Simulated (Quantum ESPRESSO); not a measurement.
One Mg site of MgO in I4/mmm, with the coupling taken from the PAW reconstruction of the field gradient on a scalar-relativistic PBE ground state (a modified build of Quantum ESPRESSO, JTH datasets) (|Q| = 0.199 barn). The cell was made here from a computed Materials Project entry: strained by +2 % along the cube axis and by -1 % across it, atoms relaxed (PBE without dispersion, pw.x of Quantum ESPRESSO, symmetry kept). The parent is MgO in Fm-3m. Stability against distortions was not tested. Cores are frozen. Against all-electron runs on small test molecules, this scheme's |Vzz| missed by −2 to +6 % on O. Mg had no test against all-electron runs.

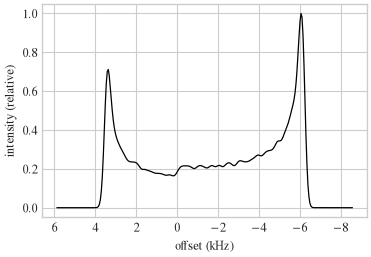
Simulated static powder pattern of the ²⁵Mg central transition at 18.8 T (Larmor frequency ν0 = 49.0 MHz, I = 5/2), second-order quadrupolar broadening alone, zero at the isotropic chemical shift

Q: Estimate |C_Q| and η_Q from the pattern.

A: 
|C_Q| ≈ 3.9 MHz and η_Q ≈ 0.0. The pattern runs from -6.19 to 3.48 kHz before smoothing, a width that goes as C_Q²/ν0, with its centre of gravity at -1.86 kHz.
